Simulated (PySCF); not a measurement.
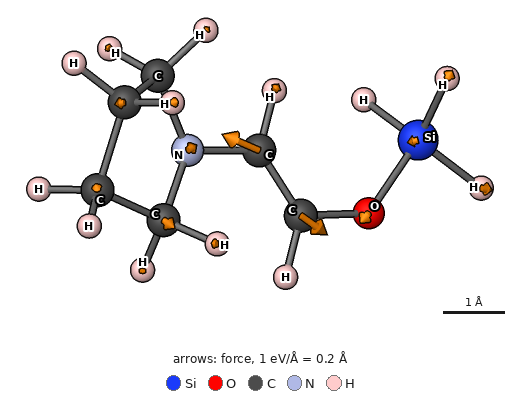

Starting geometry of C6H13NOSi with the computed forces as orange arrows. The picture is a ball-and-stick view, seen from a free direction.

The start comes from GFN2-xTB. Its atoms were then displaced at random by about 0.01 Å.

Method: PBE0-D3(BJ)/def2-SVP geometry optimisation, gas phase in PySCF. 

**Is this structure relaxed? If not, where do the atoms go?**

It isn't relaxed: the largest force vector, on a C atom, is 3.87 eV/Å. The final displacements have little in common with the starting forces (cosine between the two patterns 0.14). After 9 geometry steps the energy has fallen by 28.9 kJ/mol. The largest move after the best rigid fit is that of an H atom, 0.29 Å. Largest moves by element: H 0.29 Å, O 0.16 Å, N 0.16 Å, Si 0.11 Å, C 0.10 Å. Some distances before and after: H–Si 1.445 → 1.496 Å, C–C 1.301 → 1.349 Å, C–N 1.409 → 1.373 Å, C–H 1.140 → 1.112 Å. Bond angles that change, for instance: O–Si–H 99.1° → 105.8°, Si–O–C 134.2° → 127.5°, C–C–H 123.7° → 119.7°.
